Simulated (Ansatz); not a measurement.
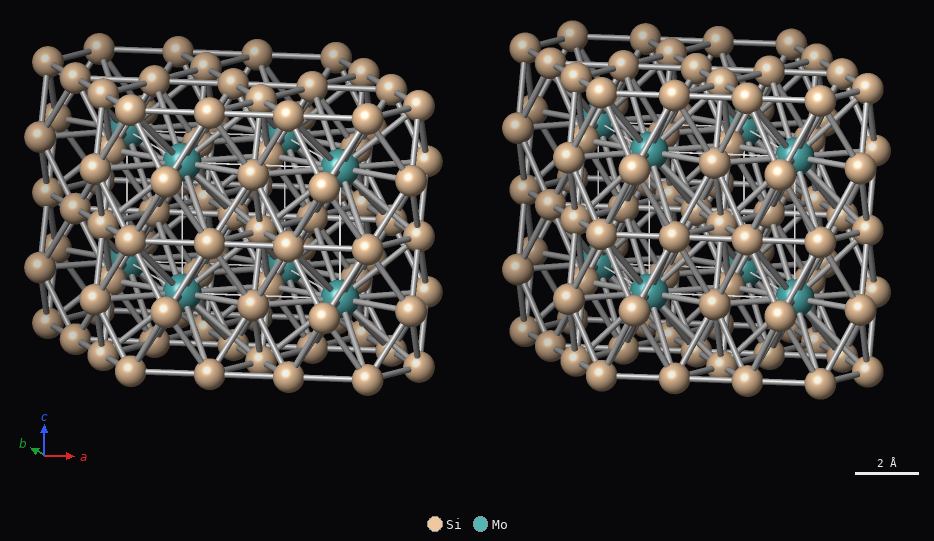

Two geometries of crystalline Si5Mo (a generated structure, set up in P6/mmm) (coarse preliminary run), drawn at one scale. One is the start of a relaxation, the other its converged end. The picture is a ball-and-stick view of the cell of the calculation, seen slightly off an axis.

Method: DFT PBE, scalar-relativistic, plane waves, PAW (Ansatz 0.2.0). (plane-wave cutoff 420 eV; k-point mesh 6 × 6 × 4; occupations gaussian; smearing width 0.1 eV; no spin polarisation; cell and atoms relaxed; force threshold 0.04 eV/Å; at most 70 steps)

### Which geometry has the lower energy?

The right one is the relaxed one. After 4 accepted moves (5 points after the start) the energy has fallen by 0.936 eV per cell of the calculation. All forces vanish by symmetry, so only the cell relaxes. Pressure: −8.50 GPa at the start and 0.00 GPa at the end. The SCF was repeated once at an unchanged geometry on a basis and grid sized afresh for the cell, which shifted the energy by 0.6 meV per cell of the calculation at most. The atoms keep their places relative to the cell (all moves are under 0.005 Å). Cell: a = b 5.130 → 4.737 Å (−7.7 %), c 4.277 → 4.632 Å (+8.3 %). Volume −7.6 %. Among the contacts that change: Mo–Si 2.962 → 2.735 Å, Si–Si 2.565 → 2.368 Å, Si–Si 2.601 → 2.690 Å, Mo–Si 3.339 → 3.313 Å. The space group stays P6/mmm (No. 191).
